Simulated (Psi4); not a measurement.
**Run report: OF2 (charge +1), single-point calculation (part 1 of 2)**

System: OF2, charge +1, multiplicity 2, SMILES F[O+]F.
Method: CCSD/cc-pVTZ, UHF (Psi4 1.11).

The geometry comes from this level: PBE0-D4/def2-TZVP.

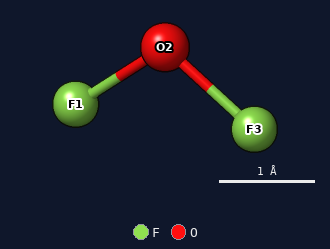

Fig. 1: The structure (ball-and-stick view, seen at a tilt; atoms are numbered from 1 in the order of the input). Bond lengths as drawn: F–O 1.30 Å.

Key numbers:

| quantity | value |
| --- | --- |
| outcome | converged |
| total energy | −273.843677 hartree |
| SCF energy | −273.112297 hartree |
| MP2 energy | −273.822192 hartree |
| CCSD energy | −273.843677 hartree |
| correlation energy | −0.731380 hartree |
| basis functions | 90 |
| T1 diagnostic | 0.059 |
| ⟨S²⟩ | 0.789 |
| hardware | 1 thread of Intel Xeon @ 2.60GHz (Ice Lake), 24 GiB of memory available, shared host |
| wall time | 1.7 min |
| peak memory | 0.79 GiB |

Remarks:

Further notes kept with the run: large T1.

Input (f2o.json):
```
{
  "schema_name": "qcschema_input",
  "schema_version": 1,
  "molecule": {
    "schema_name": "qcschema_molecule",
    "schema_version": 2,
    "symbols": ["F", "O", "F"],
    "geometry": [1.73892598, -0.58394427, 0.89461524, 0.00120942, 0.95470854, 0.10520105, -1.7401354, -0.37074537, -0.9998352],
    "molecular_charge": 1,
    "molecular_multiplicity": 2,
    "fix_symmetry": "c1"
  },
  "driver": "energy",
  "model": {
    "method": "ccsd",
    "basis": "cc-pVTZ"
  },
  "keywords": {
    "reference": "uhf",
    "puream": true,
    "e_convergence": 1e-09,
    "d_convergence": 1e-08,
    "scf_type": "pk",
    "num_frozen_docc": 3,
    "maxiter": 100
  }
}
```

Launch command:
```bash
psi4 --qcschema f2o.json -n 1 --memory 2200MB
```

Log:
```
Psi4 1.11 release

   => Loading Basis Set <=

    Name: CC-PVTZ
    Role: ORBITAL
    Keyword: BASIS

         ---------------------------------------------------------
                                   SCF
                              UHF Reference
                        1 Threads,   2098 MiB Core
         ---------------------------------------------------------

  ==> Geometry <==

    Molecular point group: c1
    Full point group: Cs

    Geometry (in Bohr), charge = 1, multiplicity = 2:

       Center              X                  Y                   Z               Mass
    ------------   -----------------  -----------------  -----------------  -----------------
         F            1.957641375092    -0.533276980023    -0.000000000000    18.998403162730
         O            0.054732455506     1.012434415986     0.000000000000    15.994914619570
         F           -2.003721087436    -0.319100027818    -0.000000000000    18.998403162730

  Running in c1 symmetry.

  Rotational constants: A =      2.57651  B =      0.40267  C =      0.34825 [cm^-1]
  Rotational constants: A =  77241.68756  B =  12071.77118  C =  10440.12841 [MHz]
  Nuclear repulsion =   79.155290790406781

  Charge       = 1
  Multiplicity = 2
  Electrons    = 25
  Nalpha       = 13
  Nbeta        = 12

  ==> Algorithm <==

  SCF Algorithm Type is PK.
  DIIS enabled.
  MOM disabled.
  Fractional occupation disabled.
  Guess Type is SAD.
  Energy threshold   = 1.00e-09
  Density threshold  = 1.00e-08
  Integral threshold = 1.00e-12

  ==> Primary Basis <==

  Basis Set: CC-PVTZ
    Blend: CC-PVTZ
    Number of shells: 30
    Number of basis functions: 90
    Number of Cartesian functions: 105
    Spherical Harmonics?: true
    Max angular momentum: 3

  ==> Integral Setup <==

  Using in-core PK algorithm.
   Calculation information:
      Number of atoms:                   3
      Number of AO shells:              30
      Number of primitives:             78
      Number of atomic orbitals:       105
      Number of basis functions:        90

      Integral cutoff                 1.00e-12
      Number of threads:                 1

  Performing in-core PK
  Using 16773120 doubles for integral storage.
  We computed 108001 shell quartets total.
  Whereas there are 108345 unique shell quartets.

  ==> DiskJK: Disk-Based J/K Matrices <==

    J tasked:                  Yes
    K tasked:                  Yes
    wK tasked:                  No
    Memory [MiB]:             1573
    Schwarz Cutoff:          1E-12

  Minimum eigenvalue in the overlap matrix is 6.1326698066E-03.
  Reciprocal condition number of the overlap matrix is 1.5553798910E-03.
    Using symmetric orthogonalization.

  ==> Pre-Iterations <==

  SCF Guess: Superposition of Atomic Densities via on-the-fly atomic UHF (no occupation information).

   -------------------------
    Irrep   Nso     Nmo
   -------------------------
     A         90      90
   -------------------------
    Total      90      90
   -------------------------

  ==> Iterations <==

                        Total Energy        Delta E     RMS |[F,P]|

   @UHF iter SAD:  -273.14179727183478   -2.73142e+02   0.00000e+00
   @UHF iter   1:  -272.86991142142580    2.71886e-01   8.61670e-03 DIIS/ADIIS
   @UHF iter   2:  -273.00822715467768   -1.38316e-01   6.25698e-03 DIIS/ADIIS
   @UHF iter   3:  -273.09551077593221   -8.72836e-02   1.67565e-03 DIIS/ADIIS
   @UHF iter   4:  -273.10442039067419   -8.90961e-03   5.33375e-04 DIIS/ADIIS
   @UHF iter   5:  -273.10841359428076   -3.99320e-03   3.27550e-04 DIIS/ADIIS
   @UHF iter   6:  -273.11092395501714   -2.51036e-03   1.83111e-04 DIIS/ADIIS
   @UHF iter   7:  -273.11179397783388   -8.70023e-04   9.44978e-05 DIIS
   @UHF iter   8:  -273.11197560970129   -1.81632e-04   7.32738e-05 DIIS
   @UHF iter   9:  -273.11216781220355   -1.92203e-04   4.88910e-05 DIIS
   @UHF iter  10:  -273.11228986228605   -1.22050e-04   1.35143e-05 DIIS
   @UHF iter  11:  -273.11229643144685   -6.56916e-06   4.43248e-06 DIIS
   @UHF iter  12:  -273.11229670341800   -2.71971e-07   2.14843e-06 DIIS
   @UHF iter  13:  -273.11229678039319   -7.69752e-08   1.00425e-06 DIIS
   @UHF iter  14:  -273.11229680128508   -2.08919e-08   3.16782e-07 DIIS
   @UHF iter  15:  -273.11229680283287   -1.54779e-09   1.24066e-07 DIIS
   @UHF iter  16:  -273.11229680301113   -1.78261e-10   4.46115e-08 DIIS
   @UHF iter  17:  -273.11229680302972   -1.85878e-11   2.19669e-08 DIIS
   @UHF iter  18:  -273.11229680303404   -4.32010e-12   6.12508e-09 DIIS
  Energy and wave function converged.

  ==> Post-Iterations <==

   @Spin Contamination Metric:   3.941352388E-02
   @S^2 Expected:                7.500000000E-01
   @S^2 Observed:                7.894135239E-01
   @S   Expected:                5.000000000E-01
   @S   Observed:                5.000000000E-01

    Orbital Energies [Eh]
    ---------------------

    Alpha Occupied:

       1A    -26.819397     2A    -26.819371     3A    -21.351995
       4A     -2.279599     5A     -2.067904     6A     -1.718302
       7A     -1.354120     8A     -1.268523     9A     -1.258100
      10A     -1.134077    11A     -1.075518    12A     -1.060698
      13A     -1.037539

    Alpha Virtual:

      14A     -0.188417    15A     -0.134903    16A      0.352499
      17A      0.357152    18A      0.360889    19A      0.530711
      20A      0.577785    21A      0.603803    22A      0.640704
      23A      0.640754    24A      0.670816    25A      0.769995
      26A      1.147419    27A      1.151645    28A      1.159421
      29A      1.273202    30A      1.422347    31A      1.745091
      32A      1.809648    33A      1.842203    34A      1.871485
      35A      1.943531    36A      2.047639    37A      2.150199
      38A      2.322077    39A      2.398936    40A      2.526370
      41A      2.586555    42A      2.741280    43A      3.472209
      44A      3.780767    45A      3.977801    46A      4.481699
      47A      4.528906    48A      4.565553    49A      4.607464
      50A      4.812110    51A      4.813401    52A      4.893429
      53A      5.032717    54A      5.164857    55A      5.185202
      56A      5.250235    57A      5.734711    58A      5.811955
      59A      6.163288    60A      6.238663    61A      6.360904
      62A      6.655131    63A      6.796281    64A      6.941614
      65A      6.946465    66A      6.947651    67A      6.948983
      68A      6.953108    69A      7.000687    70A      7.021938
      71A      7.095699    72A      7.119193    73A      7.503705
      74A      7.505731    75A      7.643177    76A      7.704997
      77A      8.106085    78A      8.319559    79A      8.412187
      80A      8.420382    81A      8.423923    82A      8.439196
      83A      8.856722    84A      8.863996    85A      8.866701
      86A      8.977980    87A      9.551995    88A      9.839353
      89A     11.226180    90A     11.620782

    Beta Occupied:

       1A    -26.816768     2A    -26.816731     3A    -21.296886
       4A     -2.221316     5A     -2.063946     6A     -1.608518
       7A     -1.251280     8A     -1.239807     9A     -1.151013
      10A     -1.074995    11A     -1.061943    12A     -1.043112

    Beta Virtual:

      13A     -0.351110    14A     -0.147743    15A     -0.106604
      16A      0.372120    17A      0.374245    18A      0.442534
      19A      0.539916    20A      0.575515    21A      0.596100
      22A      0.657972    23A      0.666528    24A      0.680068
      25A      0.770771    26A      1.167984    27A      1.202629
      28A      1.215431    29A      1.289176    30A      1.418027
      31A      1.750830    32A      1.836861    33A      1.852877
      34A      1.878367    35A      1.989049    36A      2.060282
      37A      2.146886    38A      2.351664    39A      2.422303
      40A      2.533396    41A      2.595724    42A      2.743836
      43A      3.625499    44A      3.806327    45A      3.991832
      46A      4.510114    47A      4.565914    48A      4.568399
      49A      4.611865    50A      4.841785    51A      4.862221
      52A      4.937989    53A      5.064732    54A      5.214720
      55A      5.223601    56A      5.261205    57A      5.786432
      58A      5.822008    59A      6.269972    60A      6.340764
      61A      6.407604    62A      6.705963    63A      6.817692
      64A      6.945503    65A      6.954236    66A      6.955020
      67A      6.956564    68A      6.958061    69A      7.004193
      70A      7.043212    71A      7.118927    72A      7.123438
      73A      7.503666    74A      7.509594    75A      7.648807
      76A      7.702645    77A      8.100184    78A      8.314292
      79A      8.428006    80A      8.436287    81A      8.438542
      82A      8.453029    83A      8.855346    84A      8.860775
      85A      8.870851    86A      8.969690    87A      9.548053
      88A      9.844695    89A     11.232884    90A     11.639647

    Final Occupation by Irrep:
              A
    DOCC [    12 ]
    SOCC [     1 ]
    NA   [    13 ]
    NB   [    12 ]

  @UHF Final Energy:  -273.11229680303404

   => Energetics <=

    Nuclear Repulsion Energy =             79.1552907904067808
    One-Electron Energy =                -527.6437162707295556
    Two-Electron Energy =                 175.3761286772887900
    Total Energy =                       -273.1122968030340417

  UHF NO Occupations:
  HONO-2 :   11  A 1.9924361
  HONO-1 :   12  A 1.9909015
  HONO-0 :   13  A 1.0000000
  LUNO+0 :   14  A 0.0090985
  LUNO+1 :   15  A 0.0075639
  LUNO+2 :   16  A 0.0016840
  LUNO+3 :   17  A 0.0009312

Computation Completed

Properties will be evaluated at   0.000000,   0.000000,   0.000000 [a0]

Properties computed using the SCF density matrix

 Multipole Moments:

 ------------------------------------------------------------------------------------
     Multipole            Electronic (a.u.)      Nuclear  (a.u.)        Total (a.u.)
 ------------------------------------------------------------------------------------

 L = 1.  Multiply by 2.5417464519 to convert [e a0] to [Debye]
 Dipole X            :         -0.0046394            0.0231422            0.0185028
 Dipole Y            :         -0.0857558            0.4280823            0.3423265
 Dipole Z            :         -0.0000000            0.0000000           -0.0000000
 Magnitude           :                                                    0.3428262

 ------------------------------------------------------------------------------------

	total time  =          3 seconds =       0.05 minutes
 MINTS: Wrapper to libmints.

   Calculation information:
      Number of threads:                 1
      Number of atoms:                   3
      Number of AO shells:              30
      Number of SO shells:              30
      Number of primitives:             78
      Number of atomic orbitals:       105
      Number of basis functions:        90

      Number of irreps:                  1
      Integral cutoff                 1.00e-12
      Number of functions per irrep: [  90 ]

 OEINTS: Overlap, kinetic, potential, dipole, and quadrupole integrals
         stored in file 35.

      Computing two-electron integrals...done
      Computed 4044766 non-zero two-electron integrals.
        Stored in file 33.

	Wfn Parameters:
	--------------------
	Wavefunction         = CCSD
	Number of irreps     = 1
	Number of MOs        = 90
	Number of active MOs = 87
	AO-Basis             = NONE
	Semicanonical        = false
	Reference            = UHF
	Print Level          = 1
```
